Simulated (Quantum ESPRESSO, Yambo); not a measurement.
# Excitons of BN (P6_3/mmc) on ever denser meshes, part 2 of 5

How far does the k mesh set the exciton binding of BN (P6_3/mmc)?

Quantum ESPRESSO 7.5 and Yambo 5.3.0; PBE and many-body steps on it, plane waves. Known limits of the many-body steps: not at the basis limit; coarse k mesh; bindings not settled in the k mesh.

So far. Step 4 (Screening and self-energy, 6×6×2 mesh, 90 bands …): The gap on the mesh goes from 4.31 eV to 5.64 eV, a correction of +1.32 eV. Step 5 (Empty states on the mesh, 6×6×2 mesh, 16 bands): On this mesh the gap is 4.314 eV.

## Step 7: Excitons

Optical absorption needs the electron-hole interaction, solved here in a basis of vertical transitions on the mesh.

This step: Bethe-Salpeter equation on PBE with a scissors shift, plane waves, norm-conserving pseudopotentials.

The input, bse3.in:

```
optics
bss
bse
em1s
dipoles
rim_cut
RandQpts= 1000000
RandGvec= 1 RL
Chimod= "HARTREE"
BSKmod= "SEX"
BSEmod= "resonant"
BSSmod= "d"
BSENGexx= 20 Ry
BSENGBlk= 4 Ry
% BSEQptR
 1 | 1 |
%
% BSEBands
 5 | 10 |
%
% BEnRange
 0 | 8 | eV
%
% BDmRange
 0.1 | 0.1 | eV
%
BEnSteps= 161
% BLongDir
 1 | 0 | 0 |
%
% BndsRnXs
 1 | 16 |
%
NGsBlkXs= 4 Ry
% LongDrXs
 1 | 1 | 1 |
%
% KfnQP_E
 1.45 | 1.0 | 1.0 |
%
WRbsWF
FFTGvecs= 32 Ry
```

The run is started by

```bash
OMP_NUM_THREADS=1 mpirun -n 8 yambo -F bse3.in -J bse3 -C bse3 > bse3.log
```

Output:

```text
 Yambo, version 5.3.0

 [02] CORE Variables Setup
 =========================

  [... cell, symmetries and grids as in the set-up ...]

  [02.05] Energies & Occupations
  ==============================

  [X] === General ===
  [X] Electronic Temperature                        :  0.000000  0.000000 [eV K]
  [X] Bosonic    Temperature                        :  0.000000  0.000000 [eV K]
  [X] Finite Temperature mode                       : no
  [X] El. density                                   :  0.44236E+24 [cm-3]
  [X] Fermi Level                                   :  4.698540 [eV]

  [X] === Gaps and Widths ===
  [X] Conduction Band Min                           :  4.314168 [eV]
  [X] Valence Band Max                              :  0.000000 [eV]
  [X] Filled Bands                                  :   8
  [X] Empty Bands                                   :   9  16
  [X] Direct Gap                                    :  4.669583 [eV]
  [X] Direct Gap localized at k                     :  14
  [X] Indirect Gap                                  :  4.314168 [eV]
  [X] Indirect Gap between kpts                     :  14   7
  [X] Last valence band width                       :  3.190979 [eV]
  [X] 1st conduction band width                     :  3.840424 [eV]

 [03] Transferred momenta grid and indexing
 ==========================================

 [BZ sampling] Q-grid is User defined and/or read from the database

 IBZ Q-points                                      :  14
 BZ  Q-points                                      :   72

 K/Q-points units:
 rlu = crystal or reduced units; cc = cartesian coordinates; iku = interal k-units

 Q [ 1]         [rlu]:  0.000000  0.000000  0.000000
 Q [ 2]         [rlu]:  0.000000  0.000000 -0.500000
 Q [ 3]         [rlu]:  0.45246E-17  0.16667       0.0000
 Q [ 4]         [rlu]:  0.45246E-17  0.16667     -0.50000
 Q [ 5]         [rlu]:  0.90491E-17  0.33333       0.0000
 Q [ 6]         [rlu]:  0.90491E-17  0.33333     -0.50000
 Q [ 7]         [rlu]: -0.13574E-16 -0.50000       0.0000
 Q [ 8]         [rlu]: -0.13574E-16 -0.50000     -0.50000
 Q [ 9]         [rlu]:  0.166667  0.166667  0.000000
 Q [10]         [rlu]:  0.166667  0.166667 -0.500000
 Q [11]         [rlu]:  0.166667  0.333333  0.000000
 Q [12]         [rlu]:  0.166667  0.333333 -0.500000
 Q [13]         [rlu]:  0.333333  0.333333  0.000000
 Q [14]         [rlu]:  0.333333  0.333333 -0.500000

  [03.01] X + BSE indexes
  =======================

   [03.01.01] Sigma indexes
   ========================

 [04] Coloumb potential Random Integration (RIM)
 ===============================================

  [04.01] RIM initialization
  ==========================

  * Diagonal components only detected *

  8 x (sBL volume)        :  0.112915 [a.u.]
  sBZ random points       :  1000000
  Points outside the sBZ  :   7981908
  RL volume               :  1.016236 [a.u.]
  Integrated volume       :  1.018540 [a.u.]

  [04.02] RIM integrals
  =====================

  Gamma point sphere radius             :  0.087673 [a.u.]
  Points outside the sphere             :   800056
  [Int_sBZ(q=0) 1/q^2]*(Vol_sBZ)^(-1/3) =:  7.718302
                                 should be <:  7.795600

  Summary of Coulomb integrals for non-metallic bands |Q|[au] RIM/Bare

  Q [1] 0.100000E-4 0.990085 * Q [2] 0.249574 1.075393
  Q [3] 0.255544 1.053879 * Q [4] 0.357197 1.052688
  Q [9] 0.442616 1.021893 * Q [10] 0.508130 1.021750
  Q [5] 0.511089 1.016956 * Q [6] 0.568770 1.016958
  Q [11] 0.676107 1.010896 * Q [12] 0.720700 1.010784
  Q [7] 0.766633 1.008740 * Q [8] 0.806234 1.008615
  Q [13] 0.885232 1.007388 * Q [14] 0.919741 1.007309

 [05] External/Internal QP corrections
 =====================================

 [QP_apply] Action to be applied: USER defined scissor

  [05.01]  QP corrections report
  ==============================

  [K+QP] === General ===
  [K+QP] Electronic Temperature                     :  0.000000  0.000000 [eV K]
[...]
BSE components folding :      0.0002s P1 [MAX]      0.0002s P6 [min]
                                    scatter_Gamp :      0.0003s P7 ( 14 calls,   0.019 msec avg) [MAX]      0.0003s P8 ( 14 calls,   0.018 msec avg) [min]
                              BSE matrix filling :      0.0003s P5 [MAX]      0.0003s P1 [min]
                         IO_and_Messaging_switch :      0.0003s P1 (177 calls,   0.002 msec avg) [MAX]      0.0003s P3 (177 calls,   0.002 msec avg) [min]
                                       X (REDUX) :      0.0074s P7 ( 14 calls,   0.527 msec avg) [MAX]      0.0007s P2 ( 14 calls,   0.048 msec avg) [min]
                                  eval_G_minus_G :      0.0008s P6 [MAX]      0.0008s P2 [min]
                                      Xo (REDUX) :      0.0384s P5 ( 14 calls,   2.741 msec avg) [MAX]      0.0010s P1 ( 14 calls,   0.074 msec avg) [min]
                                    PP_uspp_init :      0.0013s P3 ( 62 calls,   0.020 msec avg) [MAX]      0.0012s P7 ( 61 calls,   0.020 msec avg) [min]
                                     K_WF_phases :      0.0052s P7 [MAX]      0.0018s P6 [min]
                                   X (procedure) :      0.0097s P1 ( 14 calls,   0.695 msec avg) [MAX]      0.0025s P6 ( 14 calls,   0.180 msec avg) [min]
                                         io_GROT :      0.0055s P6 (  2 calls,   2.757 msec avg) [MAX]      0.0048s P8 (  2 calls,   2.398 msec avg) [min]
                              BSE matrix (REDUX) :      0.0049s P1 [MAX]      0.0049s P8 [min]
                                        io_QINDX :      0.0095s P1 (  5 calls,   1.891 msec avg) [MAX]      0.0051s P3 (  3 calls,   1.714 msec avg) [min]
                             PARALLEL_lin_system :      0.0058s P2 ( 14 calls,   0.412 msec avg) [MAX]      0.0056s P4 ( 14 calls,   0.403 msec avg) [min]
                                     BSE dipoles :      0.0059s P6 [MAX]      0.0059s P3 [min]
                                     io_KB_pwscf :      0.0098s P5 ( 10 calls,   0.979 msec avg) [MAX]      0.0088s P2 (  9 calls,   0.974 msec avg) [min]
                                 bz_samp_indexes :      0.0093s P1 [MAX]      0.0093s P7 [min]
                                            io_X :      0.0487s P1 ( 37 calls,   1.318 msec avg) [MAX]      0.0116s P6 ( 37 calls,   0.314 msec avg) [min]
                          MATRIX transfer (NONE) :      0.0174s P8 (  2 calls,   8.711 msec avg) [MAX]      0.0142s P1 (  2 calls,   7.098 msec avg) [min]
                                      T_space IP :      0.0147s P4 [MAX]      0.0144s P8 [min]
                                           io_BS :      0.0162s P2 (220 calls,   0.074 msec avg) [MAX]      0.0151s P7 (213 calls,   0.071 msec avg) [min]
                                      io_DIPOLES :      0.0231s P1 ( 33 calls,   0.701 msec avg) [MAX]      0.0154s P4 ( 26 calls,   0.593 msec avg) [min]
                                       FFT_setup :      0.0368s P2 ( 69 calls,   0.533 msec avg) [MAX]      0.0356s P7 ( 68 calls,   0.524 msec avg) [min]
                                     io_fragment :      0.0522s P1 (152 calls,   0.344 msec avg) [MAX]      0.0464s P8 (131 calls,   0.354 msec avg) [min]
                                  DIPOLE_g_space :      0.0574s P8 [MAX]      0.0569s P1 [min]
                                     WF_load_FFT :      0.0679s P4 ( 62 calls,   1.096 msec avg) [MAX]      0.0655s P5 ( 61 calls,   1.074 msec avg) [min]
                                           io_WF :      0.1060s P3 (213 calls,   0.498 msec avg) [MAX]      0.1016s P7 (210 calls,   0.484 msec avg) [min]
                            X T_space Kernel sum :      0.1264s P5 (392 calls,   0.322 msec avg) [MAX]      0.1070s P1 (406 calls,   0.263 msec avg) [min]
                                T_space EXX Osc. :      0.1418s P3 ( 53 calls,   2.676 msec avg) [MAX]      0.1361s P7 ( 52 calls,   2.617 msec avg) [min]
                                  Xo (procedure) :      0.1996s P2 ( 14 calls,  14.260 msec avg) [MAX]      0.1912s P5 ( 14 calls,  13.654 msec avg) [min]
                               T_space CORR Osc. :      0.3821s P8 (196 calls,   1.950 msec avg) [MAX]      0.2978s P1 (203 calls,   1.467 msec avg) [min]
              PARALLEL_HERMITIAN_diagonalization :      0.3606s P1 [MAX]      0.3578s P8 [min]
                                  LINEAR ALGEBRA :      0.3808s P3 ( 15 calls,  25.384 msec avg) [MAX]      0.3752s P5 [min]
                                    Diago Solver :      0.4029s P1 [MAX]      0.3969s P8 [min]
                                             RIM :      0.4971s P8 [MAX]      0.4964s P4 [min]
                                X T_space Kernel :      0.6796s P8 [MAX]      0.5852s P1 [min]
                                         Dipoles :      1.0713s P5 [MAX]      1.0712s P2 [min]

 [11] Game Over & Game summary
```

It took 3.7 s on 8 MPI ranks of Arm Neoverse V2, shared host; peak memory 1.9 GiB; 21 s of CPU time.

This step gave:

```yaml
transitions_in_the_window: 576
direct_gap_of_the_transition_levels: 6.120 eV
lowest_state: 5.072 eV
first_strong_exciton_over_a_fiftieth_of_the_strongest_listed: 5.092 eV
binding_of_the_lowest_state_below_the_direct_gap: 1.048 eV
coulomb_term_of_one_mesh_cell: 0.7963 eV
```

The binding is 1.3 times the screened Coulomb term of one mesh cell (0.80 eV), so it is not shown settled.

The lowest state lies at 5.072 eV, 1.048 eV under the direct gap.

Lines within 3 meV are set at the lowest of them, and the highest group, which the list may cut short, is left out; lines within 3 meV are set at the lowest of them, and the highest group, which the list may cut short, is left out. Lines of the exciton spectrum (strongest = 100):

```csv
position (eV),lines merged,"strength, relative"
5.072,1,0.0
5.075,1,0.0
5.092,1,33
5.095,1,100
5.451,2,0.0
5.480,2,0.0
5.490,3,0.0
5.770,2,0.0
5.774,1,0.0
5.818,2,17
5.830,2,0.0
5.838,1,0.0
6.015,2,96
```

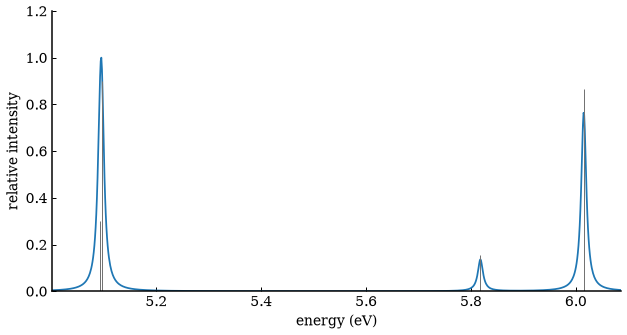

The exciton spectrum, broadened with Lorentzians of width 0.012 eV; bars mark the lines.

The ε₂ has structure finer than the step of the table below, so its rows give means over 0.5 eV, whole bins alone (the curve runs from 0 to 8 eV). Peaks (eV: height): BSE 5.10: 33.0, 6.00: 24.5; no electron-hole interaction 6.10: 7.67, 7.15: 19.1.

Field along x; broadening 0.1 eV; transition window only. Limits: finite bands, cutoff and mesh; coarse k mesh; exciton not shown settled in the k mesh. The ε₂ by photon energy; means over each step:

```csv
photon energy (eV),BSE,no electron-hole interaction
0.5,0.0267,0.0145
1.0,0.0330,0.0169
1.5,0.0419,0.0200
2.0,0.0550,0.0240
2.5,0.0758,0.0295
3.0,0.112,0.0373
3.5,0.183,0.0487
4.0,0.366,0.0669
4.5,1.22,0.0992
5.0,15.3,0.169
5.5,4.59,0.417
6.0,13.3,3.89
6.5,1.98,4.08
7.0,2.95,8.94
7.5,0.734,5.46
```

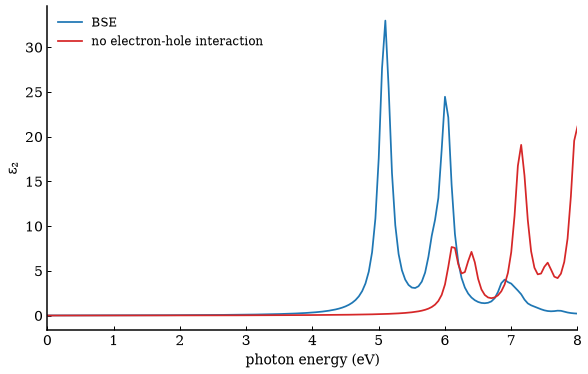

ε₂ against photon energy.

## Step 8: Triplet (no exchange term)

bse4.in, as its differences from bse3.in of step 7:

```diff
@@ -12,3 +12,3 @@
 BSSmod= "d"
-BSENGexx= 20 Ry
+BSENGexx= 1 RL
 BSENGBlk= 4 Ry
```

The run is started by

```bash
OMP_NUM_THREADS=1 mpirun -n 8 yambo -F bse4.in -J bse4,bse3_W -C bse4 > bse4.log
```

Output:

```text
 Yambo, version 5.3.0

 [02] CORE Variables Setup
 =========================

  [... cell, symmetries and grids as in the set-up ...]

  [02.05] Energies & Occupations
  ==============================

  [X] === General ===
  [X] Electronic Temperature                        :  0.000000  0.000000 [eV K]
  [X] Bosonic    Temperature                        :  0.000000  0.000000 [eV K]
  [X] Finite Temperature mode                       : no
  [X] El. density                                   :  0.44236E+24 [cm-3]
  [X] Fermi Level                                   :  4.698540 [eV]

  [X] === Gaps and Widths ===
  [X] Conduction Band Min                           :  4.314168 [eV]
  [X] Valence Band Max                              :  0.000000 [eV]
  [X] Filled Bands                                  :   8
  [X] Empty Bands                                   :   9  16
  [X] Direct Gap                                    :  4.669583 [eV]
  [X] Direct Gap localized at k                     :  14
  [X] Indirect Gap                                  :  4.314168 [eV]
  [X] Indirect Gap between kpts                     :  14   7
  [X] Last valence band width                       :  3.190979 [eV]
  [X] 1st conduction band width                     :  3.840424 [eV]

 [03] Transferred momenta grid and indexing
 ==========================================

 IBZ Q-points                                      :  14
 BZ  Q-points                                      :   72

 K/Q-points units:
 rlu = crystal or reduced units; cc = cartesian coordinates; iku = interal k-units

 Q [ 1]         [rlu]:  0.000000  0.000000  0.000000
 Q [ 2]         [rlu]:  0.000000  0.000000 -0.500000
 Q [ 3]         [rlu]:  0.45246E-17  0.16667       0.0000
[...]
io_DIPOLES :      0.0093s P1 ( 10 calls,   0.934 msec avg) [MAX]      0.0092s P6 ( 10 calls,   0.918 msec avg) [min]
                              T_space IP :      0.0145s P6 [MAX]      0.0144s P3 [min]
                  MATRIX transfer (NONE) :      0.0188s P7 (  2 calls,   9.418 msec avg) [MAX]      0.0169s P1 (  2 calls,   8.443 msec avg) [min]
                                   io_BS :      0.0188s P3 (220 calls,   0.085 msec avg) [MAX]      0.0172s P8 (213 calls,   0.081 msec avg) [min]
                               FFT_setup :      0.0372s P2 ( 55 calls,   0.676 msec avg) [MAX]      0.0322s P8 ( 54 calls,   0.596 msec avg) [min]
                                    io_X :      0.0383s P2 ( 36 calls,   1.063 msec avg) [MAX]      0.0378s P7 ( 36 calls,   1.051 msec avg) [min]
                             io_fragment :      0.0555s P2 (104 calls,   0.533 msec avg) [MAX]      0.0418s P7 (103 calls,   0.405 msec avg) [min]
                             WF_load_FFT :      0.0709s P2 ( 54 calls,   1.313 msec avg) [MAX]      0.0573s P5 ( 53 calls,   1.081 msec avg) [min]
                    X T_space Kernel sum :      0.1141s P6 (392 calls,   0.291 msec avg) [MAX]      0.0800s P1 (406 calls,   0.197 msec avg) [min]
                                   io_WF :      0.1086s P2 (176 calls,   0.617 msec avg) [MAX]      0.0941s P6 (173 calls,   0.544 msec avg) [min]
                        T_space EXX Osc. :      0.1602s P4 ( 53 calls,   3.024 msec avg) [MAX]      0.1538s P5 ( 52 calls,   2.958 msec avg) [min]
                       T_space CORR Osc. :      0.4052s P7 (196 calls,   2.067 msec avg) [MAX]      0.3304s P3 (203 calls,   1.627 msec avg) [min]
      PARALLEL_HERMITIAN_diagonalization :      0.3737s P1 [MAX]      0.3725s P7 [min]
                          LINEAR ALGEBRA :      0.3913s P7 [MAX]      0.3906s P1 [min]
                            Diago Solver :      0.4207s P1 [MAX]      0.4147s P8 [min]
                        X T_space Kernel :      0.7182s P6 [MAX]      0.6321s P1 [min]

 [11] Game Over & Game summary
[key lines of the parts left out:]
Dipoles :      0.0026s P1 [MAX]      0.0025s P4 [min]
```

Elapsed: 1.9 s, on 8 MPI ranks; peak memory 0.26 GiB; 14 s of CPU time.

The lowest triplet lies at 4.996 eV; without spin-orbit coupling triplets are dark, so no spectrum is read.

## Step 9: Empty states on the mesh, 6×6×4 mesh, 16 bands

This step: Quantum ESPRESSO 7.5; DFT, PBE, plane waves, norm-conserving pseudopotentials.

The input, pw.in:

```
&control
  calculation = 'nscf'
  prefix = 'x'
  outdir = 'o'
  pseudo_dir = 'pseudo'
/
&system
  ibrav = 0
  nat = 4
  ntyp = 2
  ecutwfc = 72.0
  nbnd = 16
  force_symmorphic = .true.
/
&electrons
  conv_thr = 1e-9
  electron_maxstep = 80
  diago_full_acc = .true.
  diago_thr_init = 5e-6
/
ATOMIC_SPECIES
  B 10.81 B.upf
  N 14.007 N.upf
CELL_PARAMETERS angstrom
  2.5039900000 0.0000000000 0.0000000000
  -1.2519950000 2.1685189508 0.0000000000
  0.0000000000 0.0000000000 6.6612000000
ATOMIC_POSITIONS crystal
  B 0.3333333333 0.6666666667 0.2500000000
  B 0.6666666667 0.3333333333 0.7500000000
  N 0.3333333333 0.6666666667 0.7500000000
  N 0.6666666667 0.3333333333 0.2500000000
K_POINTS automatic
  6 6 4 0 0 0
```

The run is started by

```bash
OMP_NUM_THREADS=1 mpirun -n 8 pw.x -nk 4 -in pw.in > pw.out
```

Output:

```text
[banner, memory and clock lines left out]
Program PWSCF v.7.5 starts

     Atomic positions and unit cell read from directory:
     o/x.save/

     Message from routine setup:
     using ibrav=0 with symmetry is DISCOURAGED, use correct ibrav instead

     bravais-lattice index     =            0
     lattice parameter (alat)  =       4.7319  a.u.
     unit-cell volume          =     244.0871 (a.u.)^3
     number of atoms/cell      =            4
     number of atomic types    =            2
     number of electrons       =        16.00
[...]
k = 0.0000 0.0000 0.0940 (  2524 PWs)   bands (ev):

   -13.0403 -12.8371  -1.2409   0.2151   3.3613   3.3613   3.3867   3.3867
    10.6628  14.0820  16.3593  16.3593  16.4444  16.4444  17.1822  17.6422

          k = 0.0000 0.0000-0.1880 (  2518 PWs)   bands (ev):

   -12.9409 -12.9409  -0.5699  -0.5699   3.3741   3.3741   3.3741   3.3741
    12.3076  12.3076  16.4014  16.4014  16.4014  16.4014  17.4724  17.4724

          k = 0.0000 0.1925 0.0000 (  2533 PWs)   bands (ev):

     [... further k-points ...]

     highest occupied, lowest unoccupied level (ev):     4.6985    9.0127

     XML data file, pseudopotentials, collected wavefunctions
```

Elapsed: 1.4 s, on 8 MPI ranks; peak memory 0.05 GiB.

Numbers from this step:

```yaml
gap: 4.314 eV
k_of_the_valence_top: 0.3333, 0.3333, -0.5
k_of_the_conduction_bottom: 0, -0.5, 0
least_direct_gap: 4.670 eV
k_points_computed: 24
lowest_point_of_the_top_converged_band_above_the_valence_top: 12.77 eV
```

On this mesh the gap is 4.314 eV.

## Step 10: Conversion and set-up

This step: Yambo 5.3.0; conversion and set-up on PBE, plane waves, norm-conserving pseudopotentials.

The run is started by

```bash
(cd o/x.save; p2y > p2y.log; mv SAVE ../..); yambo > setup.log
```

Output:

```text
 Yambo, version 5.3.0

 [02] CORE Variables Setup
 =========================

  [02.01] Unit cells
  ==================

  Cell kind             :  HCP
  Atoms in the cell     :  B  N
  number of B  atoms    :  2
  number of N  atoms    :  2

  List of atomic masses
  Mass of B     :  10.81000
  Mass of N     :  14.00700

  List of atomic coordinates    : [cc]
  B1       : -0.23659E-09   2.7319       3.1470      order 1
  B2       :  2.365928  1.365969  9.440883  order 2
  N1       : -0.23659E-09   2.7319       9.4409      order 3
[...]
Q [ 1]         [rlu]:  0.000000  0.000000  0.000000
 Q [ 2]         [rlu]:  0.000000  0.000000  0.250000
 Q [ 3]         [rlu]:  0.000000  0.000000 -0.500000
[...]
Q [ 8]         [rlu]:  0.90491E-17  0.33333      0.25000
 Q [ 9]         [rlu]:  0.90491E-17  0.33333     -0.50000
 Q [10]         [rlu]: -0.13574E-16 -0.50000       0.0000
     [... 12 further rows ...]
 Q [23]         [rlu]:  0.90491E-17  0.33333     -0.25000
 Q [24]         [rlu]: -0.166667  0.500000 -0.250000

  [03.01] X indexes
  =================

   [03.01.01] Sigma indexes
   ========================

 [06] Game Over & Game summary
```

The job ended after 1.9 s (1 MPI rank; peak memory 0.24 GiB).

[end of part 2 of 5]

[Paths, hosts, dates, memory and timing lines, banners, echoed tables and standing remarks are left out of the program output.]

[Logs are printed without paths, hosts, clocks, repeated set-up lines and the standing remarks that a program may print on its own settings, such as how far it seeks lower states.]

[Runs of the session that timed out or met a known fault of the program may be left out.]

[Hosts, paths, dates, database ids (printed as entryN), source tags and the programs' standing remarks are cut or masked in the printed files.]
